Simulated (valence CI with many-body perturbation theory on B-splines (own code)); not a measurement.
# Levels and ionisation energy of Xe¹³⁺

Aim: the low levels of Xe¹³⁺, its ionisation energy, and how pure its levels are, set against NIST.

Method: configuration interaction of the valence electrons, many-body perturbation theory for a frozen closed Dirac-Fock core, no-pair Dirac Hamiltonian, B-spline basis. Code: an in-house CI+MBPT code version 3.

## Step 1: The atom as given

* element: xenon (Z = 54, A = 132)
* charge: +13
* frozen core: [Kr]
* start configuration of the valence electrons: 4d5
* nuclear rms radius: 4.7859 fm

## Step 2: The run

Settings of the run:

```ini
atom Xe  Z=54  mass_number=132  rms_radius_fm=4.7859
core [Kr]
valence 4d5
avg = 1
basis = M
breit = 1
cap = 40000
capref = 1200
cscale = 1
de = 0.0
dress = 0
eps = 2e-08
h = 0.27
hh = 1
l2 = 3
lcore = 6
maxit = 60
n2 = 5
natural = 1
nlev = 45
nno = [4, 4, 5, 4, 3, 1]
nroot = 26
nsp = [3, 3, 3, 2, 1, 0]
pt2 = 1
qed = 1
rpa = 1
s1 = 1
s2 = 1
s3 = 1
screen = 1
tol = 2e-05
```

On the command line:

```bash
> python run_cv.py task.json out
```

task.json holds these settings.

Log:

```text
rmax 10.7 intervals 62 orbitals 59 references ['4d5', '4d4 5s', '4d4 4f', '4d4 5p'] scf 6
2J=0 par=0 roots 2 ref 7 generators 4 cand 2416/4473 P 1454/2779 nnz 1.5e+06 it 5
2J=0 par=0 roots 2 ref 7 generators 12 cand 10193/25778 P 2361/5032 nnz 3.2e+06 it 6
   second order: generators 29 cand 18887/49487 e2 -0.00005 -0.00002
2J=2 par=0 roots 2 ref 11 generators 3 cand 2550/12025 P 771/3998 nnz 4.2e+06 it 5
2J=2 par=0 roots 2 ref 11 generators 15 cand 10492/71209 P 2184/11892 nnz 2.3e+07 it 5
   second order: generators 28 cand 18914/133770 e2 -0.00011 -0.00004
2J=4 par=0 roots 2 ref 18 generators 4 cand 2624/17622 P 606/4000 nnz 3.8e+06 it 6
2J=4 par=0 roots 2 ref 18 generators 13 cand 10769/107263 P 2233/16137 nnz 4.5e+07 it 8
   second order: generators 28 cand 18998/197726 e2 -0.00013 -0.00007
reference levels 626, estimated 37, window 163889 1/cm; series limit 1851502, core excitation 630180
2J=5 par=0 roots 10 ref 24 generators 15 cand 12984/429752 P 599/7994 nnz 1.3e+07 it 7
2J=5 par=0 roots 10 ref 24 generators 16 cand 12591/424275 P 1978/27332 nnz 1.3e+08 it 8
   second order: generators 37 cand 37307/1367597 e2 -0.00138 -0.00047
2J=7 par=0 roots 7 ref 20 generators 9 cand 12971/478416 P 475/7990 nnz 1.5e+07 it 8
2J=7 par=0 roots 7 ref 20 generators 12 cand 12661/472915 P 1505/25010 nnz 1.2e+08 it 8
   second order: generators 34 cand 41765/1819484 e2 -0.00148 -0.00104
2J=11 par=0 roots 3 ref 7 generators 9 cand 12641/423936 P 633/7995 nnz 1.5e+07 it 5
2J=11 par=0 roots 3 ref 7 generators 12 cand 12226/418427 P 1916/25126 nnz 1.2e+08 it 7
   second order: generators 29 cand 36045/1369959 e2 -0.00063 -0.00053
2J=3 par=0 roots 7 ref 19 generators 10 cand 12936/325057 P 660/7991 nnz 1.4e+07 it 8
2J=3 par=0 roots 7 ref 19 generators 14 cand 17872/514489 P 2139/25815 nnz 1.2e+08 it 8
   second order: generators 39 cand 44190/1304702 e2 -0.00096 -0.00051
2J=9 par=0 roots 5 ref 14 generators 10 cand 12865/472889 P 526/7985 nnz 1.5e+07 it 9
2J=9 par=0 roots 5 ref 14 generators 11 cand 12512/467368 P 1587/24792 nnz 1.2e+08 it 8
   second order: generators 31 cand 39570/1799104 e2 -0.00127 -0.00092
2J=1 par=0 roots 4 ref 13 generators 9 cand 12675/174317 P 1163/8000 nnz 1.3e+07 it 6
2J=1 par=0 roots 4 ref 13 generators 13 cand 13430/194669 P 3251/27524 nnz 8.3e+07 it 9
   second order: generators 32 cand 38016/631413 e2 -0.00032 -0.00015
2J=13 par=0 roots 1 ref 3 generators 3 cand 9593/309366 P 693/7988 nnz 1.8e+07 it 5
2J=13 par=0 roots 1 ref 3 generators 5 cand 10764/335114 P 1730/21522 nnz 9.2e+07 it 5
   second order: generators 16 cand 33925/1166466 e2 -0.00029 -0.00029
left out: unestimated 730869, estimated 1990391217, shifts from estimates -505 to 43
```

Run time: 6.2 min. Hardware: 1 thread of Arm Neoverse V2, shared host; peak memory 1.3 GiB.

In the log, the blocks before «reference levels» are the next ion; each later block is one J and parity (par 1 is odd): roots sought, reference size, generators, candidates and the variational space P (configurations/state functions), Hamiltonian entries, Davidson iterations; e2 is the second-order remainder in hartree. Σ1, Σ2 and Σ3 are the one-, two- and three-electron terms by which the core's correlation enters. In the settings nsp and nno count spectroscopic and correlating orbitals by l, and s1, s2, s3 switch or scale the Σ terms.

## Step 3: Energy levels

Levels from the run's result record, above the lowest; ° marks odd parity; each level is named by its leading configuration and LS term. The first 24 of 37 are listed.

| # | level | configuration weight | term weight | energy (cm⁻¹) | g | lifetime (s) |
| --- | --- | --- | --- | --- | --- | --- |
| 0 | 4d5 ⁶S 5/2 | 0.99 | 0.88 | 0.0 | 1.949 | - |
| 1 | 4d5 ⁴G 5/2 | 0.99 | 0.34 | 34885 | 1.008 | 8.12e-03 |
| 2 | 4d5 ⁴G 7/2 | 0.99 | 0.70 | 43031 | 1.068 | 5.87e-02 |
| 3 | 4d5 ⁴G 11/2 | 0.99 | 0.82 | 44624 | 1.233 | - |
| 4 | 4d5 ⁴D 3/2 | 0.99 | 0.48 | 45331 | 1.372 | 4.38e-03 |
| 5 | 4d5 ⁴G 5/2 | 0.99 | 0.42 | 45878 | 1.071 | 5.74e-03 |
| 6 | 4d5 ⁴G 9/2 | 0.99 | 0.87 | 46293 | 1.170 | 7.95e-01 |
| 7 | 4d5 ⁴P 1/2 | 0.99 | 0.59 | 50972 | 1.666 | 1.10e-01 |
| 8 | 4d5 ⁴D 7/2 | 0.99 | 0.71 | 55721 | 1.322 | 1.71e-02 |
| 9 | 4d5 ⁴D 5/2 | 0.99 | 0.36 | 60512 | 1.303 | 4.25e-03 |
| 10 | 4d5 ⁴D 1/2 | 0.99 | 0.64 | 63456 | 0.947 | 1.01e-02 |
| 11 | 4d5 ²I 11/2 | 0.99 | 0.76 | 64253 | 0.984 | 1.49e-02 |
| 12 | 4d5 ⁴P 3/2 | 0.99 | 0.45 | 66051 | 1.384 | 3.99e-03 |
| 13 | 4d5 ²F 7/2 | 0.99 | 0.42 | 68774 | 1.123 | 2.44e-02 |
| 14 | 4d5 ²I 13/2 | 0.99 | 1.00 | 69936 | 1.076 | 9.76e-02 |
| 15 | 4d5 ²G 9/2 | 0.99 | 0.48 | 70885 | 1.169 | 1.44e-02 |
| 16 | 4d5 ⁴F 3/2 | 0.99 | 0.53 | 71820 | 0.663 | 3.77e-03 |
| 17 | 4d5 ²F 5/2 | 0.99 | 0.30 | 74190 | 1.051 | 2.35e-03 |
| 18 | 4d5 ⁴F 5/2 | 0.99 | 0.33 | 81631 | 1.100 | 2.57e-03 |
| 19 | 4d5 ²H 9/2 | 0.99 | 0.52 | 82963 | 1.102 | 3.23e-03 |
| 20 | 4d5 ²G 7/2 | 0.99 | 0.58 | 85116 | 1.012 | 1.04e-02 |
| 21 | 4d5 ²D 3/2 | 0.99 | 0.55 | 88883 | 0.697 | 5.12e-03 |
| 22 | 4d5 ²F 5/2 | 0.99 | 0.54 | 89543 | 0.997 | 3.24e-03 |
| 23 | 4d5 ²F 7/2 | 0.99 | 0.64 | 91493 | 1.112 | 2.29e-03 |

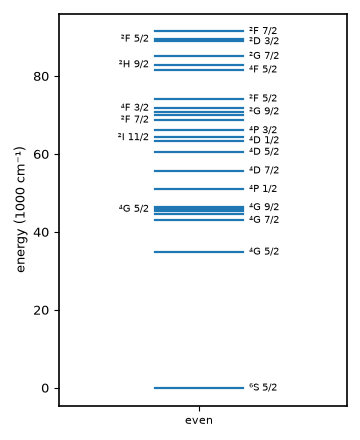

Level scheme by parity; where levels crowd, only one is labelled.

## Step 4: What each term adds

The same run repeats the diagonalisation with simpler Hamiltonians; each column adds a term to the one before, and the last is the full result. Excitation energies in cm⁻¹:

| level | valence CI alone | + Σ1 | + Σ2 | + Σ3 | + Breit | full, with QED |
| --- | --- | --- | --- | --- | --- | --- |
| 4d5 ⁴G 5/2 | 39572 | 39404 | 36902 | 34457 | 34929 | 34885 |
| 4d5 ⁴G 7/2 | 48336 | 48433 | 45024 | 43023 | 43035 | 43031 |
| 4d5 ⁴G 11/2 | 50529 | 50695 | 46891 | 44855 | 44620 | 44624 |
| 4d5 ⁴D 3/2 | 49150 | 49187 | 47794 | 45182 | 45341 | 45331 |
| 4d5 ⁴G 5/2 | 50198 | 50359 | 48028 | 45909 | 45870 | 45878 |
| 4d5 ⁴G 9/2 | 51895 | 52105 | 48493 | 46510 | 46280 | 46293 |
| 4d5 ⁴P 1/2 | 54219 | 54352 | 53596 | 50975 | 50966 | 50972 |
| 4d5 ⁴D 7/2 | 61075 | 61351 | 58327 | 55968 | 55695 | 55721 |
| ionisation energy (eV) | 310.509 | 312.470 | 314.612 | 314.624 | 314.668 | 314.676 |

## Step 5: A choice of lines

Only forbidden lines are listed; the levels computed give no E1 line. Rates are at computed energies, electric ones in the length gauge, E1 and E2 with static core polarisation; wavelengths are in vacuum.

```tsv
upper	lower	type	λ (nm)	A (1/s)	branching
12: 4d5 ⁴P 3/2	9: 4d5 ⁴D 5/2	M1	1805	4.79e+00	0.02
6: 4d5 ⁴G 9/2	2: 4d5 ⁴G 7/2	M1	3066	1.12e+00	0.89
6: 4d5 ⁴G 9/2	3: 4d5 ⁴G 11/2	M1	5992	1.32e-01	0.10
3: 4d5 ⁴G 11/2	2: 4d5 ⁴G 7/2	E2	6278	1.04e-09	1.00
```

## Step 6: What came out

| quantity | computed | tabulated |
| --- | --- | --- |
| lowest level | 4d5 ⁶S 5/2 | 4d5 ⁶S5/2 |
| first excitation | 4d5 ⁴G 5/2, 34885 cm⁻¹ | - |
| ionisation energy, to 4d4 ⁵D J = 0 | 314.68 eV | 314 ± 3 eV (tabulated theoretical) |
| hyperfine A/(μ/I) of the lowest level | -931.8 MHz | - |
| no level missing from the run's list below | 504142 cm⁻¹ | - |

The ionisation energy is 0.7 eV (0.22 %) above the NIST entry, whose uncertainty is 3 eV. Of the added terms Σ2 moves the ionisation energy most, by +2.14 eV. The lowest level is 99 % 4d5. Cautions: intervals between levels of different J carry noise of about a tenth of the second-order remainder, tens of cm⁻¹ or more; by estimate terms of an open d or f shell hold to a few per cent; only levels of one parity were solved.
